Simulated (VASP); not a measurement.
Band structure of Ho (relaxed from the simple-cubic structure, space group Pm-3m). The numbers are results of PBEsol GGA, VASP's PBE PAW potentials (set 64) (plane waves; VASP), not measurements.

The 4f electrons are frozen in the core of the lanthanide potential, so 4f levels, which can set the real gap, and their magnetism are missing.

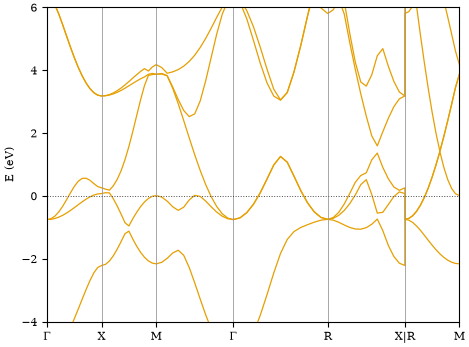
Fig. 1. Bands along high-symmetry lines, zero at the valence-band maximum or, without a gap, the Fermi level

Task: Read the plot: is there a gap, and where are the band edges?

Result: It has no gap at this level: it comes out as a metal or semimetal. (Edges off the drawn lines would not show.)

The structure was generated: Ho was put into the simple-cubic type (Pm-3m), which need not be its known phase. It was relaxed first, which changed the volume by -10 %.
